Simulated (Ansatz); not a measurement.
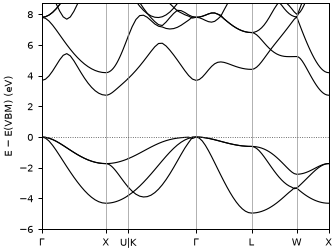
Figure. Band structure from plane-wave PAW PBEsol (Ansatz code)

### Question
Read off the gap and where the band edges lie.

### Answer
About 2.7 eV (2.73 eV by a search for the band edges); maximum at Γ, minimum at X.

### Question
Pick the material that matches.
A) AgI, zinc blende
B) CaS, rock salt
C) MgS, rock salt

### Answer
C, MgS, rock salt

Space group Fm-3m (rock salt). Symmetry was held in the PBEsol relaxation; phonons on a q-mesh show no instability.

Potentials: the later of the program's two PAW sets.
